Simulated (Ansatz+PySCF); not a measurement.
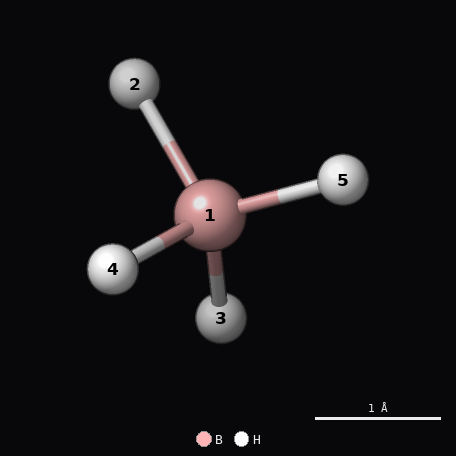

Simulated data, not a measurement (program: Ansatz+PySCF).

Orthographic view. Atoms fade into the background with distance from the viewer. The species has charge −1 and is a spin singlet. Geometry: a fixed input geometry, not necessarily a minimum.

Give the geometry as a Z-matrix, atoms in numerical order, with these reference atoms: 2 to 1; 3 to 1, 2; 4 to 1, 3, 2; 5 to 1, 3, 4.

```
B  
H    1   1.315
H    1   1.206   2   107.3
H    1   1.238   3   108.2   2   112.9
H    1   1.212   3   113.5   4   122.5
```
